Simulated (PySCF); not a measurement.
**C$_{5}$H$_{14}$OSn: geometry relaxation**

- system: C$_{5}$H$_{14}$OSn (SnH2Me(OtBu)), SMILES [H][Sn]([H])([CH3])[O]C(C)(C)C
- method: PBE0-D3(BJ)/def2-SVP geometry optimisation, gas phase (PySCF 2.14.0)

It belongs to a series of runs on one base structure; here: one ligand: Cl to OtBu.

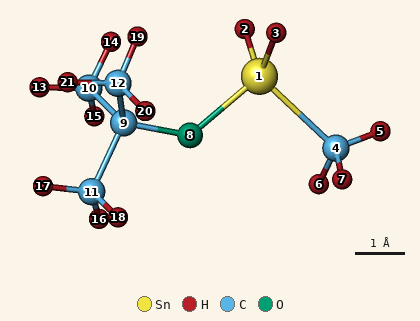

The structure as given in the input (ball-and-stick view, seen at a tilt; atoms are numbered from 1 in the order of the input). Sticks mark near contacts.

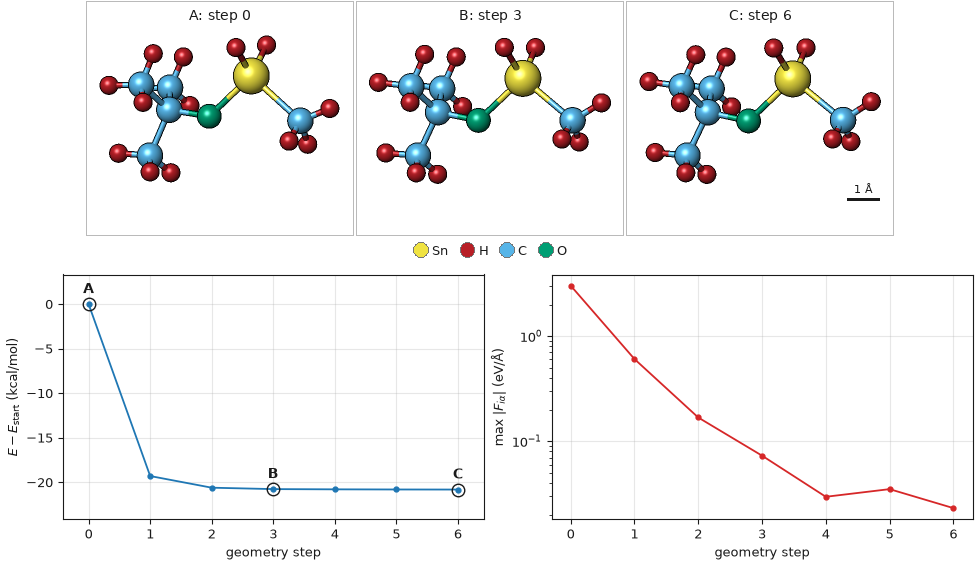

Frames of the relaxation (ball-and-stick view, seen at a tilt) above the curves, on which the letters mark them (steps are counted from 0).

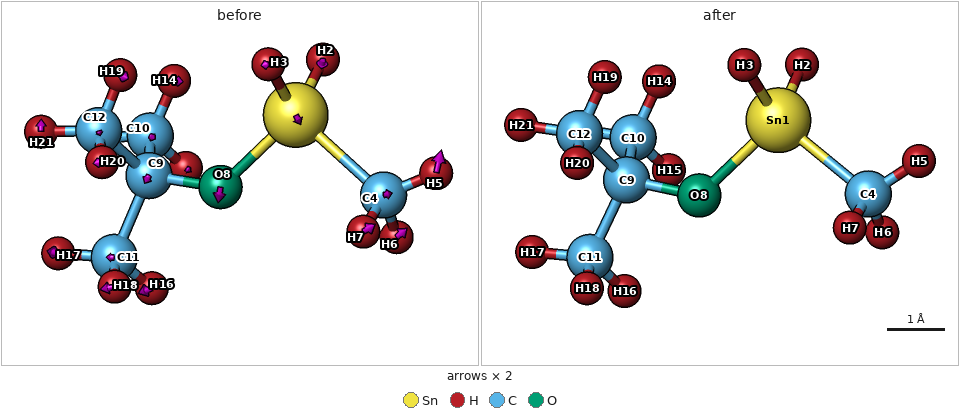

Before (left) and after (right) the relaxation, at one scale (ball-and-stick view, seen at a tilt). The pink arrows give the displacements, magnified 2 times. Over 6 geometry steps the energy falls by 20.8 kcal/mol. Largest force component: 3 eV/Å at the start, 0.023 eV/Å at the end. The largest move after the best rigid fit is that of H5, 0.22 Å. Largest moves by element: H 0.22 Å, O 0.15 Å, Sn 0.10 Å, C 0.09 Å. Among the contacts that change: Sn1–H3 1.602 → 1.721 Å, Sn1–O8 1.906 → 1.997 Å, C4–H6 1.188 → 1.098 Å, C10–H13 1.033 → 1.101 Å. Among the angles that change: H13–C10–H14 115.5° → 107.5°, Sn1–C4–H5 117.5° → 110.6°, H16–C11–H17 114.8° → 108.8°. (Atoms are counted from 1 in the order of the input.)

These pictures come from the run below.

The input
```
{"job": {"xc": "PBE0", "basis": "def2-SVP", "d3": "d3bj", "grid": 1, "maxiter": 40, "shake": 0.03, "kind": "geom"}, "charge": 0, "multiplicity": 1}
Sn     0.595170     1.907030     0.325620
H      0.602640     2.053540     2.003080
H      2.083190     2.013070    -0.258710
C     -0.722360     3.352460    -0.648170
H     -0.575370     4.352340    -0.434440
H     -1.841460     3.150870    -0.302640
H     -0.749470     3.195290    -1.710920
O     -0.280470     0.317590    -0.255790
C     -0.018950    -1.025980     0.071810
C     -0.118370    -1.359730     1.536480
C     -1.087590    -1.863050    -0.728300
C      1.401770    -1.385740    -0.475040
H     -0.050000    -2.382940     1.657970
H      0.602180    -0.786020     2.068700
H     -1.100520    -1.087910     1.879300
H     -2.055820    -1.551050    -0.377980
H     -0.891030    -2.885720    -0.621120
H     -1.027350    -1.598520    -1.795480
H      2.123560    -0.859070     0.081650
H      1.395760    -1.090140    -1.527660
H      1.527730    -2.450320    -0.417950
```

The first line tells a small driver script what to run in PySCF; the rest is the geometry in Å.

Command:
```bash
OMP_NUM_THREADS=1 python <driver script> task.json out
```

What the program printed
```
step   0  E = -487.93312558  max force = 0.058822
step   1  E = -487.96386636  max force = 0.011780
step   2  E = -487.96595180  max force = 0.003271
step   3  E = -487.96620321  max force = 0.001419
step   4  E = -487.96624570  max force = 0.000575
step   5  E = -487.96627081  max force = 0.000681
step   6  E = -487.96628447  max force = 0.000450
optimisation converged
```

Trajectory as extended XYZ (Å, eV, eV/Å), 7 frames, from step=0 to step=6
```
21
Properties=species:S:1:pos:R:3:forces:R:3 step=0 energy=-13277.33663
Sn    0.5952    1.9070    0.3256   -1.3484   2.3476   0.4204
H     0.6026    2.0535    2.0031   -0.0521  -0.0224   0.5462
H     2.0832    2.0131   -0.2587    1.9039   0.0163  -0.7385
C    -0.7224    3.3525   -0.6482   -2.8328  -3.0248   1.1922
H    -0.5754    4.3523   -0.4344    0.8024   2.5923   0.5777
H    -1.8415    3.1509   -0.3026    2.1696   0.1341  -0.5028
H    -0.7495    3.1953   -1.7109    0.2503  -0.1630  -0.9024
O    -0.2805    0.3176   -0.2558   -1.1353  -1.7824  -0.0804
C    -0.0190   -1.0260    0.0718    0.2284  -0.9049  -2.0919
C    -0.1184   -1.3597    1.5365   -0.9227   2.1488  -1.2941
C    -1.0876   -1.8631   -0.7283    1.3120   2.7071  -0.0497
C     1.4018   -1.3857   -0.4750   -2.7753   0.0054  -0.5333
H    -0.0500   -2.3829    1.6580    0.6588  -2.6088   0.5792
H     0.6022   -0.7860    2.0687    0.9941   0.3536   1.0014
H    -1.1005   -1.0879    1.8793   -0.8252   0.3934   0.4306
H    -2.0558   -1.5511   -0.3780   -0.8547  -0.1070   0.3004
H    -0.8910   -2.8857   -0.6211    0.0513  -2.0551   0.3176
H    -1.0273   -1.5985   -1.7955    0.0621   0.0106   0.0493
H     2.1236   -0.8591    0.0817    1.4933   0.7501   0.8054
H     1.3958   -1.0901   -1.5277    0.3260   0.1015  -0.1712
H     1.5277   -2.4503   -0.4179    0.4945  -0.8926   0.1439
21
Properties=species:S:1:pos:R:3:forces:R:3 step=1 energy=-13278.17313
Sn    0.5405    1.9836    0.3118    0.5238  -0.4601  -0.0048
H     0.5292    2.0782    2.0446    0.0139  -0.0717  -0.2037
H     2.1854    2.0946   -0.3120   -0.4767  -0.1127   0.2100
C    -0.7503    3.3877   -0.5930   -0.5900   0.1531  -0.1944
H    -0.5512    4.4365   -0.3295    0.2063  -0.0768  -0.0528
H    -1.7744    3.1598   -0.2648   -0.0329  -0.0521   0.0615
H    -0.7371    3.2511   -1.6846    0.1370   0.1066   0.0318
O    -0.3373    0.2753   -0.3164    0.0984   0.4386   0.1442
C    -0.0360   -1.0617    0.0056    0.3473  -0.1845  -0.2233
C    -0.1414   -1.3087    1.5080   -0.3210   0.0903  -0.1458
C    -1.0779   -1.9106   -0.7376    0.2476   0.4171   0.0349
C     1.3756   -1.4284   -0.5040   -0.6057   0.0787   0.0979
H    -0.0160   -2.3776    1.7262    0.1714  -0.0264   0.1633
H     0.5991   -0.7135    2.0638    0.0904  -0.1094   0.0544
H    -1.1438   -1.0147    1.8625    0.0579   0.0180  -0.0205
H    -2.0817   -1.6202   -0.3957   -0.0445  -0.1555   0.0155
H    -0.8987   -2.9840   -0.5831   -0.1275  -0.0314   0.0322
H    -1.0128   -1.6837   -1.8118   -0.0232  -0.0605  -0.0235
H     2.1424   -0.8625    0.0460    0.1015  -0.0207  -0.0304
H     1.4325   -1.1793   -1.5729    0.1167   0.0460  -0.0236
H     1.5672   -2.5060   -0.3926    0.1092   0.0136   0.0773
21
Properties=species:S:1:pos:R:3:forces:R:3 step=2 energy=-13278.22988
Sn    0.5247    1.9454    0.3069    0.1012   0.0468  -0.1210
H     0.5164    1.9911    2.0255   -0.0056   0.0030   0.0060
H     2.1475    2.0051   -0.2932   -0.1350  -0.0162   0.0539
C    -0.7636    3.3982   -0.5916   -0.0452   0.0393  -0.0348
H    -0.5065    4.4315   -0.3084    0.0634  -0.1260  -0.0330
H    -1.7913    3.1907   -0.2683   -0.0636  -0.0250   0.0541
H    -0.7271    3.2904   -1.6860    0.0705   0.0361   0.0527
O    -0.3591    0.2723   -0.3321   -0.0619   0.1682   0.0031
C    -0.0394   -1.0588   -0.0075    0.1489  -0.1164   0.0286
C    -0.1378   -1.2890    1.5008   -0.1410  -0.0552   0.0157
C    -1.0728   -1.9148   -0.7378    0.0316   0.0418  -0.0083
C     1.3677   -1.4045   -0.5054   -0.0992  -0.0011   0.0096
H     0.0202   -2.3506    1.7556    0.0486   0.0911   0.0148
H     0.6057   -0.6849    2.0481    0.0030  -0.0625  -0.0187
H    -1.1396   -0.9985    1.8594    0.0626  -0.0078  -0.0227
H    -2.0842   -1.6475   -0.3955    0.0219  -0.0530   0.0086
H    -0.8982   -2.9901   -0.5712   -0.0535   0.0489   0.0020
H    -1.0188   -1.7068   -1.8166   -0.0031  -0.0290  -0.0063
H     2.1320   -0.8221    0.0375   -0.0102  -0.0369  -0.0415
H     1.4444   -1.1661   -1.5770    0.0378   0.0084   0.0023
H     1.5929   -2.4749   -0.3727    0.0287   0.0454   0.0350
21
Properties=species:S:1:pos:R:3:forces:R:3 step=3 energy=-13278.23672
Sn    0.5102    1.9409    0.3000    0.0253  -0.0180   0.0318
H     0.5041    1.9829    2.0185   -0.0055   0.0102   0.0122
H     2.1197    1.9818   -0.2948    0.0496   0.0076  -0.0162
C    -0.7621    3.4004   -0.5888   -0.0729   0.0363  -0.0164
H    -0.4684    4.4196   -0.2995   -0.0051  -0.0251  -0.0008
H    -1.7949    3.2087   -0.2627    0.0374   0.0290  -0.0143
H    -0.7108    3.3019   -1.6820   -0.0025   0.0126   0.0059
O    -0.3786    0.2735   -0.3353   -0.0581  -0.0236   0.0142
C    -0.0432   -1.0580   -0.0112    0.0351  -0.0363   0.0291
C    -0.1387   -1.2893    1.4975   -0.0195  -0.0269   0.0169
C    -1.0706   -1.9233   -0.7365   -0.0144  -0.0093  -0.0296
C     1.3640   -1.3890   -0.5080    0.0284   0.0012  -0.0183
H     0.0406   -2.3446    1.7595    0.0012   0.0320  -0.0216
H     0.6039   -0.6823    2.0411   -0.0030  -0.0015  -0.0067
H    -1.1396   -1.0081    1.8599    0.0121  -0.0010  -0.0056
H    -2.0838   -1.6711   -0.3903    0.0065   0.0040   0.0053
H    -0.8940   -2.9966   -0.5647    0.0025   0.0160   0.0046
H    -1.0246   -1.7251   -1.8176    0.0035  -0.0060   0.0013
H     2.1240   -0.7964    0.0285   -0.0118  -0.0017  -0.0089
H     1.4475   -1.1571   -1.5807   -0.0055  -0.0073   0.0032
H     1.6087   -2.4527   -0.3625   -0.0031   0.0079   0.0138
21
Properties=species:S:1:pos:R:3:forces:R:3 step=4 energy=-13278.23788
Sn    0.5058    1.9400    0.2988   -0.0273  -0.0006  -0.0121
H     0.5019    1.9877    2.0183   -0.0051   0.0069  -0.0013
H     2.1166    1.9766   -0.2987    0.0220   0.0090  -0.0077
C    -0.7644    3.4100   -0.5908    0.0196  -0.0267   0.0033
H    -0.4595    4.4246   -0.3003    0.0019   0.0074   0.0123
H    -1.7975    3.2291   -0.2639   -0.0003   0.0102   0.0003
H    -0.7134    3.3145   -1.6838   -0.0051   0.0002  -0.0057
O    -0.3873    0.2700   -0.3310   -0.0262  -0.0087   0.0296
C    -0.0443   -1.0614   -0.0096    0.0152  -0.0038   0.0008
C    -0.1382   -1.2958    1.4982    0.0067  -0.0080   0.0029
C    -1.0685   -1.9301   -0.7357   -0.0107  -0.0005  -0.0189
C     1.3638   -1.3853   -0.5084    0.0193   0.0038  -0.0093
H     0.0486   -2.3496    1.7566   -0.0032  -0.0010  -0.0079
H     0.6023   -0.6868    2.0418   -0.0004   0.0091   0.0004
H    -1.1396   -1.0206    1.8620   -0.0032   0.0008  -0.0001
H    -2.0821   -1.6824   -0.3876   -0.0004   0.0083   0.0007
H    -0.8878   -3.0020   -0.5630    0.0070  -0.0024   0.0040
H    -1.0243   -1.7328   -1.8170    0.0036  -0.0004   0.0027
H     2.1210   -0.7870    0.0248   -0.0024   0.0076  -0.0007
H     1.4451   -1.1563   -1.5819   -0.0084  -0.0087   0.0000
H     1.6151   -2.4464   -0.3584   -0.0026  -0.0026   0.0067
21
Properties=species:S:1:pos:R:3:forces:R:3 step=5 energy=-13278.23856
Sn    0.4985    1.9375    0.2961   -0.0079  -0.0049  -0.0256
H     0.4973    1.9937    2.0154   -0.0027   0.0009   0.0002
H     2.1103    1.9711   -0.3057   -0.0085   0.0055   0.0043
C    -0.7638    3.4155   -0.5916    0.0350  -0.0261  -0.0016
H    -0.4467    4.4256   -0.2992    0.0021   0.0174   0.0094
H    -1.7977    3.2469   -0.2624   -0.0149   0.0006   0.0038
H    -0.7154    3.3222   -1.6849   -0.0072  -0.0013  -0.0046
O    -0.3997    0.2660   -0.3249   -0.0058   0.0051   0.0299
C    -0.0462   -1.0642   -0.0074    0.0016   0.0129  -0.0212
C    -0.1369   -1.3021    1.4996    0.0148   0.0022  -0.0045
C    -1.0658   -1.9374   -0.7348   -0.0016   0.0007   0.0004
C     1.3632   -1.3778   -0.5094    0.0037   0.0012   0.0034
H     0.0588   -2.3547    1.7539   -0.0030  -0.0163   0.0055
H     0.5997   -0.6883    2.0433   -0.0011   0.0075   0.0021
H    -1.1398   -1.0352    1.8648   -0.0072   0.0001   0.0029
H    -2.0802   -1.6950   -0.3856   -0.0017   0.0050  -0.0034
H    -0.8785   -3.0080   -0.5620    0.0023  -0.0094   0.0006
H    -1.0224   -1.7395   -1.8159    0.0021   0.0020   0.0011
H     2.1164   -0.7706    0.0191    0.0028   0.0071  -0.0002
H     1.4389   -1.1536   -1.5840   -0.0033  -0.0071  -0.0031
H     1.6232   -2.4360   -0.3539    0.0006  -0.0033   0.0007
21
Properties=species:S:1:pos:R:3:forces:R:3 step=6 energy=-13278.23893
Sn    0.4913    1.9358    0.2935    0.0008  -0.0017  -0.0151
H     0.4930    1.9997    2.0128   -0.0013  -0.0031  -0.0027
H     2.1021    1.9676   -0.3116   -0.0103   0.0010   0.0055
C    -0.7635    3.4198   -0.5932    0.0148  -0.0100   0.0017
H    -0.4367    4.4270   -0.2999   -0.0005   0.0084   0.0012
H    -1.7985    3.2616   -0.2613   -0.0049  -0.0025   0.0007
H    -0.7192    3.3277   -1.6869   -0.0044  -0.0016  -0.0011
O    -0.4112    0.2628   -0.3171    0.0065   0.0010   0.0221
C    -0.0475   -1.0662   -0.0050   -0.0048   0.0119  -0.0231
C    -0.1342   -1.3090    1.5015    0.0099   0.0050  -0.0046
C    -1.0629   -1.9436   -0.7337    0.0051   0.0009   0.0090
C     1.3629   -1.3703   -0.5105   -0.0069   0.0016   0.0091
H     0.0693   -2.3610    1.7528   -0.0011  -0.0103   0.0060
H     0.5981   -0.6904    2.0459   -0.0014   0.0026   0.0013
H    -1.1388   -1.0503    1.8684   -0.0036  -0.0006   0.0023
H    -2.0783   -1.7061   -0.3841   -0.0012   0.0012  -0.0037
H    -0.8699   -3.0137   -0.5623   -0.0009  -0.0037  -0.0008
H    -1.0198   -1.7437   -1.8144   -0.0007   0.0010  -0.0015
H     2.1130   -0.7545    0.0127    0.0025   0.0028  -0.0017
H     1.4328   -1.1512   -1.5866    0.0013  -0.0033  -0.0032
H     1.6314   -2.4258   -0.3506    0.0010  -0.0005  -0.0015
```

Key numbers

```json
{"quantity": "outcome", "value": "converged"}
{"quantity": "total energy", "value": "−487.966284 hartree"}
{"quantity": "dipole moment", "value": "1.14 D"}
{"quantity": "point group", "value": "C1"}
{"quantity": "hardware", "value": "1 CPU thread, shared host"}
{"quantity": "wall time", "value": "5.9 min"}
{"quantity": "peak memory", "value": "0.78 GiB"}
```
